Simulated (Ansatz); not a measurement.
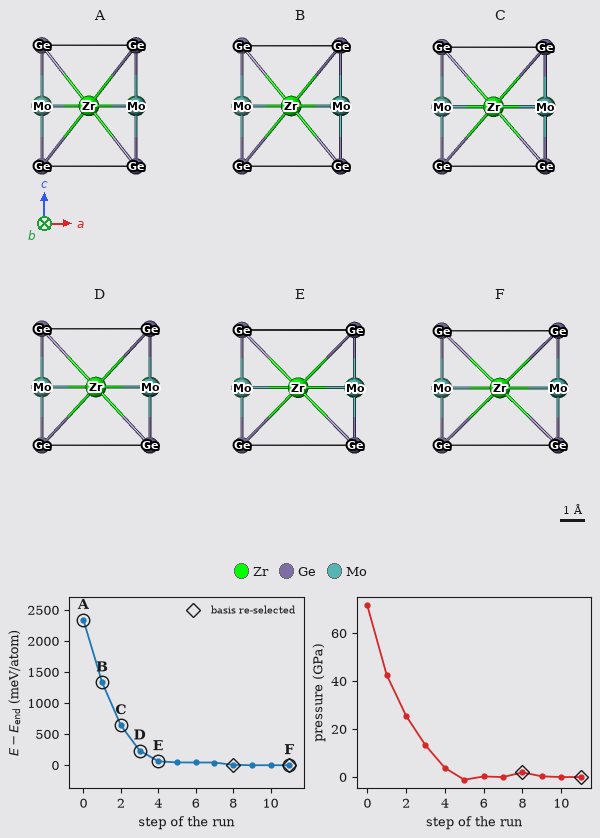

Frames of a relaxation of a crystal of Zr₃GeMo (a generated structure, set up in P6/mmm) (coarse preliminary run), marked on the history of the run. A ball-and-stick model of the cell of the calculation, seen along the b axis.

Level of theory: DFT PBE, scalar-relativistic, plane waves, PAW in Ansatz 0.2.0.

Input
```yaml
crystal:
  lattice:
    - [4.62866746, 0.0, 0.0]
    - [-2.31433373, 4.00854361, 0.0]
    - [0.0, 0.0, 5.15094996]
  atoms:
    - { symbol: Zr, position: [0.5, 0.0, 0.5] }
    - { symbol: Zr, position: [0.0, 0.5, 0.5] }
    - { symbol: Zr, position: [0.5, 0.5, 0.5] }
    - { symbol: Ge, position: [0.0, 0.0, 0.0] }
    - { symbol: Mo, position: [0.0, 0.0, 0.5] }
basis:
  ecutwfc: 420
kpoints:
  mp_grid: { grid: [6, 6, 4] }
hamiltonian:
  xc: pbe
scf:
  occupations: { method: gaussian, width: 0.1 }
  lower_state_search: "off"
output:
  forces: true
  stress: true
  eigenvalues: true
relax:
  adjacent_minimum: "off"
  f_tol: 0.04
  max_steps: 70
  cell: { stress_tol: 0.4 }
```

Command:
```bash
ansatz run input.yaml --threads 1 --pin off --max-ram 2560MiB --backend cpu --events-out ev --progress --plain --runs-dir out
```

### Describe the path.

No atom moves by more than 0.005 Å relative to the cell. Cell: a = b 4.629 → 5.720 Å (+23.6 %), c 5.151 → 4.884 Å (−5.2 %). Volume +44.8 %. Near-neighbour distances that change, for instance: Zr1–Zr2 2.314 → 2.860 Å, Zr1–Mo5 2.314 → 2.860 Å, Zr1–Ge4 3.463 → 3.761 Å, Ge4–Mo5 2.575 → 2.442 Å. The space group stays P6/mmm (No. 191). After 9 accepted moves (11 points after the start) the energy has fallen by 2340 meV per atom. All forces vanish by symmetry, so only the cell relaxes. The pressure goes from 71.59 to 0.01 GPa. The SCF was repeated twice at an unchanged geometry on a basis and grid sized afresh for the cell, which shifted the energy by 38.5 meV per atom at most. Cost: 2.3 min on 1 thread of Intel(R) Xeon(R) Processor @ 2.50GHz (Skylake/Cascade Lake), with other jobs on the host, peak memory 0.49 GiB. From step 0 to 1: volume +9.8 %, energy −1007 meV per atom. From step 1 to 2: volume +8.4 %, energy −691 meV per atom. From step 2 to 3: volume +6.9 %, energy −406 meV per atom. From step 3 to 4: volume +7.5 %, energy −173 meV per atom. From step 4 to 11: volume +5.8 %, energy −63.8 meV per atom.

| step | E − E(0), meV/atom | pressure, GPa | volume, Å³/atom | note |
| --- | --- | --- | --- | --- |
| 0 | 0.00 | 71.59 | 19.114 |  |
| 1 | -1006.72 | 42.60 | 20.990 |  |
| 2 | -1697.24 | 25.55 | 22.753 |  |
| 3 | -2103.30 | 13.25 | 24.325 |  |
| 4 | -2276.14 | 3.83 | 26.149 |  |
| 5 | -2294.71 | -1.12 | 27.341 |  |
| 6 | -2295.86 | 0.25 | 26.919 |  |
| 7 | -2296.06 | 0.00 | 27.023 |  |
| 8 | -2334.51 | 1.95 | 27.023 | same geometry, new basis |
| 9 | -2339.78 | 0.31 | 27.571 |  |
| 10 | -2339.90 | 0.01 | 27.677 |  |
| 11 | -2339.99 | 0.01 | 27.677 | same geometry, new basis |
